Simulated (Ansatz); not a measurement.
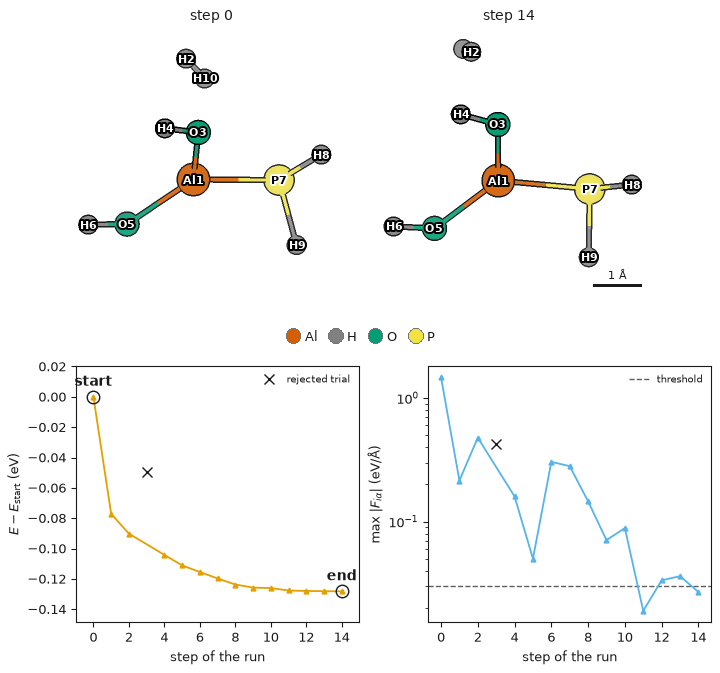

First and last geometry of a relaxation of AlPH₆O₂, with the history of the run. A ball-and-stick model, seen at a tilt.

The run prepares an end point of a later path (reaction) calculation, from a guessed geometry.

Level of theory: RKS PBE0-D4/6-31G* (Ansatz 0.2.0).

The input:
```yaml
crystal:
  periodic: [false, false, false]
  atoms:
    - { symbol: Al, position_ang: [0.028426, 0.622484, -0.188032] }
    - { symbol: H, position_ang: [0.071953, -0.279411, 2.422545] }
    - { symbol: O, position_ang: [1.42055, -0.36785, -0.211947] }
    - { symbol: H, position_ang: [1.475776, -1.214516, -0.662779] }
    - { symbol: O, position_ang: [-1.433253, 0.188823, -0.964389] }
    - { symbol: H, position_ang: [-1.577419, -0.637159, -1.434079] }
    - { symbol: P, position_ang: [0.128662, 2.583663, 0.988739] }
    - { symbol: H, position_ang: [1.551467, 2.581828, 1.003182] }
    - { symbol: H, position_ang: [0.029088, 3.434247, -0.150367] }
    - { symbol: H, position_ang: [-0.140149, 0.398691, 2.423928] }
basis:
  gaussian: { orbitals: "6-31G*" }
hamiltonian:
  xc: pbe0
  dispersion: d4
relax:
  f_tol: 0.03
  max_steps: 50
```

Launched with:
```bash
ansatz run input.yaml --threads 1 --pin off --max-ram 2048MiB --backend cpu --events-out ev --progress --plain --runs-dir out
```

Q: Read the history and describe the run.

A: It converged. H10 moves most after the best rigid fit: 1.01 Å. By element the largest moves are H 1.01 Å, P 0.37 Å, O 0.24 Å, Al 0.16 Å. Some distances before and after: H2–H10 0.711 → 0.746 Å, Al1–P7 2.289 → 2.310 Å. Groups turn about Al1–P7 by about 25°. The energy falls by 0.128 eV in 13 accepted moves (14 points after the start). The largest force component goes from 1.5 to 0.027 eV/Å. The line search rejected the trial step at point 3 of the run. Cost: 62 s on 1 thread of Arm Neoverse V1 (shared host), peak memory 0.16 GiB.

Limits of the set-up: the start holds two separate molecules, 2.6 Å apart at their closest, whose relative position is a soft coordinate.
